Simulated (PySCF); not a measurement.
# C₂H₉FO₂Si₂ (SMILES F[SiH2]OCOC[SiH3]): what the fields show

The calculation's input:

```
{"job": {"kind": "nmr", "xc": "PBE0", "basis": "pcSseg-1"}, "charge": 0, "multiplicity": 1}
F     -3.697679    -0.188733    -0.915407
Si    -3.027005     0.351922     0.446568
O     -1.434823     0.161970     0.362911
C     -0.638499    -0.970113     0.198915
O      0.688797    -0.677131     0.399806
C      1.251526     0.183628    -0.588475
Si     3.050679     0.469127    -0.036097
H     -3.664987    -0.456021     1.472250
H     -3.146292     1.790458     0.471321
H     -0.808418    -1.373661    -0.816391
H     -0.901972    -1.731260     0.943122
H      1.176557    -0.295816    -1.573687
H      0.680316     1.116090    -0.637359
H      3.747881    -0.816145    -0.029670
H      3.672630     1.377039    -1.005832
H      3.043691     1.067589     1.296614
```

Command:

```sh
OMP_NUM_THREADS=1 python probes_run.py task.json out
```

Geometry: GFN2-xTB.

These are results of PBE0/pcSseg-1, SCF density, gas phase, non-relativistic (PySCF), not measurements.

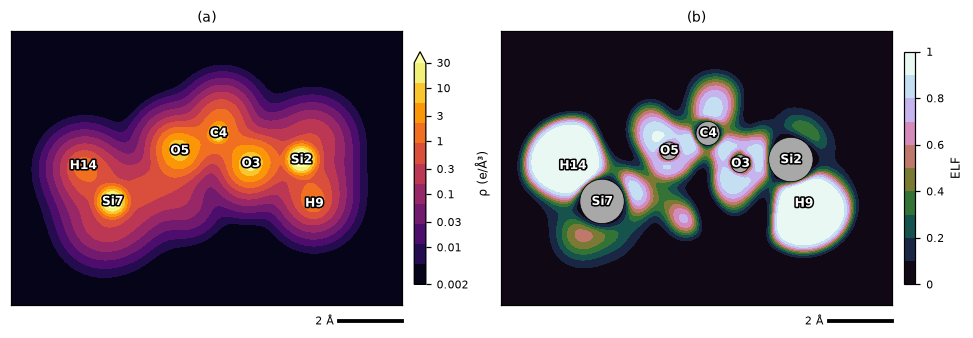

Figure 1. (a) electron density; (b) ELF on the plane of atoms O3, Si2 and H9. Grey discs cover the atomic cores in the ELF map.

> Read the bonding off the picture.

- The plane passes through Si, O, C and H nuclei.
- C–O (1.37 Å): the density is about 2.3 e/Å³ at the midpoint, with its minimum of 2 e/Å³ about 0.5 Å from C; the ELF peaks at about 0.90 between the atoms; a shared but strongly polarised pair.
- Si–O (1.61 Å): ρ is about 1.2 e/Å³ halfway; the ELF peaks at about 0.90 between the atoms: a polar covalent bond.
- Si–H (1.44 Å): the density is about 0.87 e/Å³ at the midpoint; the ELF climbs to about 1 towards the hydrogen, as it does in any bond to H.
- The ELF also peaks beside O3 and O5, away from the bonds: lone-pair regions.

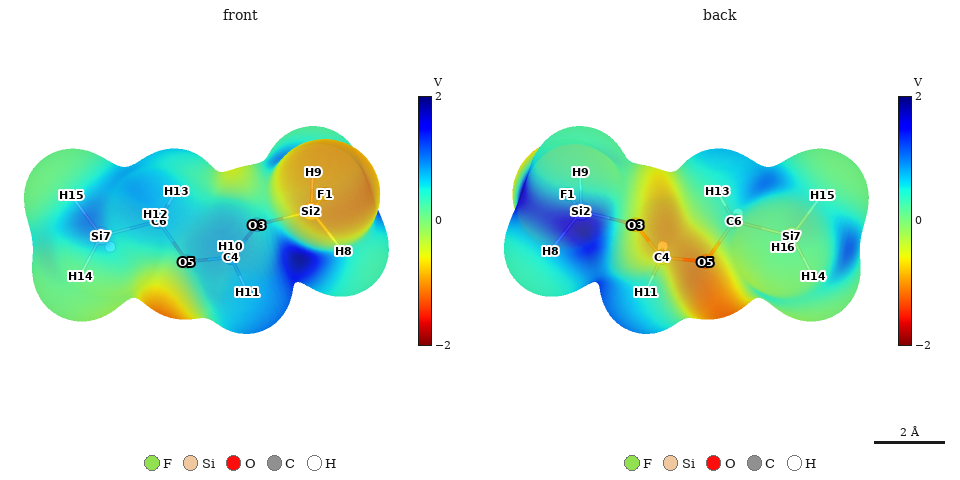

Figure 2. The molecular electrostatic potential painted on the density surface at 0.002 e/bohr³, seen from the front and from behind; the colour scale runs from red (negative) to blue (positive).

> Where is the surface potential most negative and most positive?

The most negative region (about −1.2 V) lies over O5, the most positive (about +1.8 V) over Si2. O5 is the likeliest acceptor of a hydrogen bond.

> What dipole moment does the calculation give?

Its dipole moment is 0.22 D.
